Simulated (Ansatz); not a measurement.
In doubt: one-shot GW on d or f shells is unsure (in some of the runs), so the values of those runs are not to be relied on.

Consider FeAs2 (Lollingite).

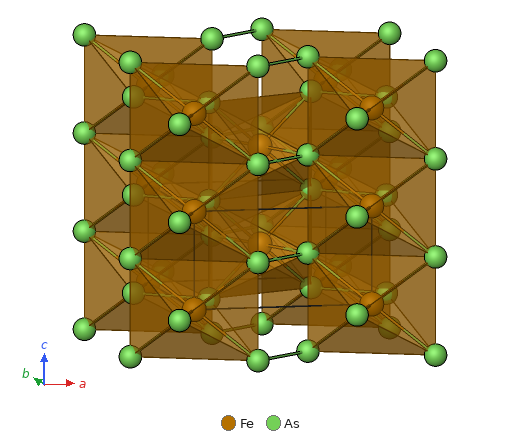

The structure (iron orange, arsenic green). 1×1×2 cells are drawn. Some periodic images of atoms are drawn too.

```xyz
6
Lattice="5.3012 0.0000 0.0000 0.0000 5.9858 0.0000 0.0000 0.0000 2.8822" Properties=species:S:1:pos:R:3 pbc="T T T"
Fe    0.0000    0.0000    0.0000
Fe    2.6506    2.9929    1.4411
As    0.9346    2.1693    0.0000
As    4.3666    3.8165    0.0000
As    3.5852    0.8236    1.4411
As    1.7160    5.1622    1.4411
```

The cell and positions come from the Crystallography Open Database and are kept as given unless a step says otherwise. PAW set soft_2, made with PBE.

Gaps computed with Ansatz 0.2.0 without a self-energy: LDA 0.24 eV.

**Question.** What gap should G0W0 on LDA give (4×4×6 mesh, 724 empty bands, screening to 230 eV, default PAW files)?

About 0.34 eV: on its mesh the run moves the gap from 0.25 eV by +0.09 eV. A band edge moves to another state on the way. Bands and cutoff are finite, so the gap is not at the basis limit. The miss can reach some tenths of an eV and take either sign; the mesh is an error of its own. The 4×4×6 mesh is coarse for this cell (its supercell is 17 Å along the shortest edge). The RPA ε∞ on it, from the LDA start, is 25.89, 28.44 and 41.29; such meshes misread the long-range screening, most where the gap is narrow. The RPA ε∞ on this mesh reaches over 25; with a narrow direct gap a coarse mesh can overstate it, and the correction is then too small. The runs have no spin polarisation. For a closed low-spin shell that is the natural state; where a d or f shell is open it is a constraint, and the gap is then not the crystal's own. With d states at the gap, one-shot GW leans hard on its start. The many-body steps are scalar-relativistic: spin-orbit coupling is not in them.

[Paths, hosts, dates, memory and timing lines, banners, echoed tables and standing remarks are left out of the program output.]

[Logs are printed without paths, hosts, clocks, repeated set-up lines and the standing remarks that a program may print on its own settings, such as how far it seeks lower states.]

[Runs of the session that timed out or met a known fault of the program may be left out.]

[Cells called generated may have been cut or substituted from an entry of the Crystallography Open Database or the Materials Project.]

[Hosts, paths, dates, database ids (printed as entryN), source tags and the programs' standing remarks are cut or masked in the printed files.]
